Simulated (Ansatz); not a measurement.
## Electronic structure of FH5SSn in real space

Input

```
crystal:
  periodic: [false, false, false]
  atoms:
    - {symbol: Sn, position_ang: [-0.819090, -0.490389, -0.189911]}
    - {symbol: F, position_ang: [0.913788, -0.847204, 1.095602]}
    - {symbol: H, position_ang: [-0.584894, -1.185795, -1.722602]}
    - {symbol: H, position_ang: [-1.510753, -1.632865, 0.880342]}
    - {symbol: H, position_ang: [-1.762888, 0.928709, -0.100957]}
    - {symbol: H, position_ang: [1.440295, 0.015855, 0.500623]}
    - {symbol: S, position_ang: [1.368813, 1.122864, -0.649577]}
    - {symbol: H, position_ang: [0.954731, 2.088724, 0.186481]}
basis:
  gaussian: {orbitals: def2-TZVPP}
hamiltonian: {xc: pbe0, dispersion: d4}
output: {orbitals: {seedname: orbitals}}
```

Command:

```sh
ansatz run in.yaml --threads 4 --pin off --events-out ev --progress --plain --max-ram 9574MiB
```

A transition-state structure; geometry: PBE0-D4/def2-TZVP; core potentials replace the inner electrons of Sn.

These are results of RKS PBE0-D4/def2-TZVPP (Ansatz 0.2.0), not measurements.

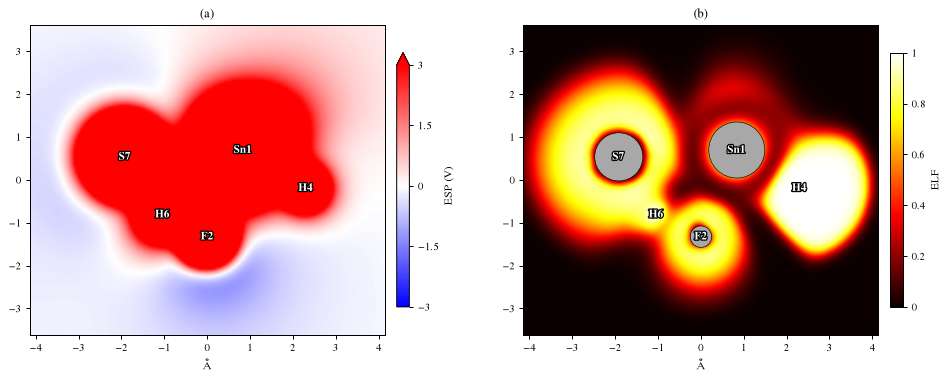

Figure 1. (a) molecular electrostatic potential; (b) ELF on the plane of atoms F2, H6 and S7. Grey discs cover the atomic cores in the ELF map.

**Read the bonding off the picture.**

The plane passes through Sn, F, H and S nuclei. F2···H6 (1.17 Å): the ELF climbs to about 0.90 towards the hydrogen, as it does in any bond to H. Sn–F (2.19 Å): the ELF is about 0.10 at the midpoint. Sn–S (2.76 Å): the ELF peaks at about 0.85 in the valence shell of S, 0.9 Å from its nucleus, and drops to about 0.15 between the two atoms. Sn–H (1.71 Å): the ELF climbs to about 1 towards the hydrogen. The ELF also peaks beside F2 and S7, away from the bonds: lone-pair regions. Outside the dense part of the molecule the potential is most negative (−1.2 V) near F2.

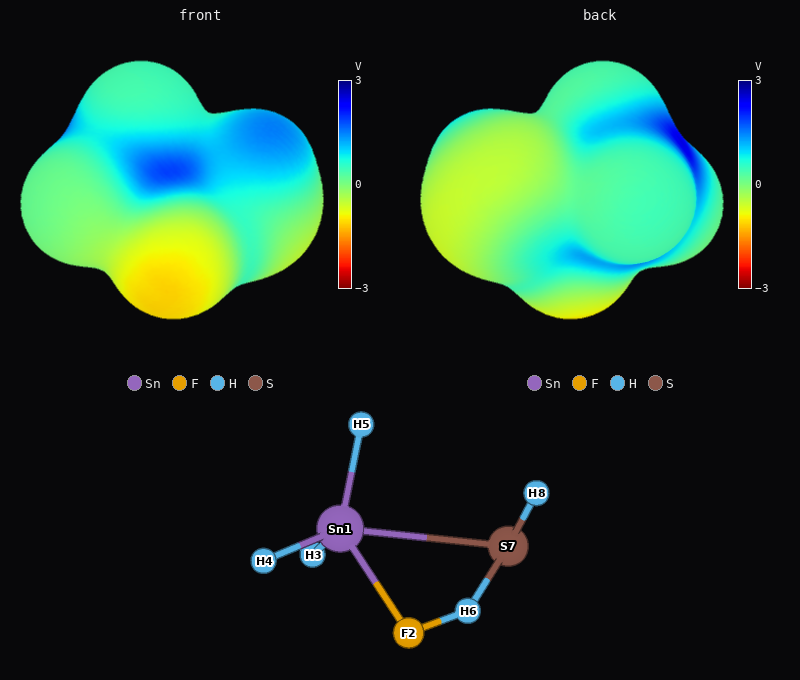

Figure 2. The molecular electrostatic potential painted on the density surface at 0.002 e/bohr³, seen from the front and from behind; the colour scale runs from red (negative) to blue (positive). The bare structure is drawn below in the same view.

**Which sites attract a positive test charge, and which a negative one?**

A positive charge is drawn to the negative regions and a negative charge to the positive ones. The most negative region (about −1.1 V) lies over F2, the most positive (about +2.3 V) over Sn1.

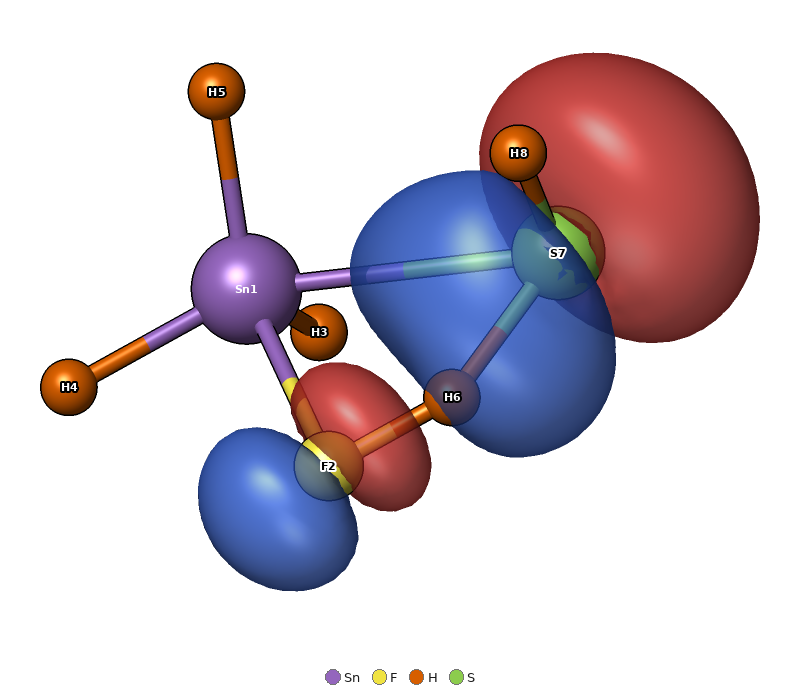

Figure 3. The HOMO−1 at ±0.1 Å⁻³ᐟ² (blue and red are the two phases), seen at a tilt.

**Where does this orbital lie, and at what energy?**

Its weight (Hirshfeld) is mainly on S7 (about 65 %), F2 (about 20 %) and H6 (about 5 %). Its energy is −8.37 eV.

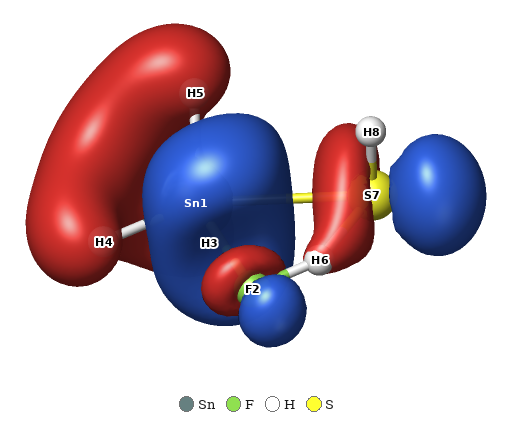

Figure 4. The LUMO at ±0.08 Å⁻³ᐟ² (blue and red are the two phases), seen at a tilt.

**Where does this orbital lie, and at what energy?**

It lies mainly on Sn1 (about 55 %), S7 (about 15 %), F2 (about 10 %) and H5 (about 5 %). Its energy is −1.46 eV.
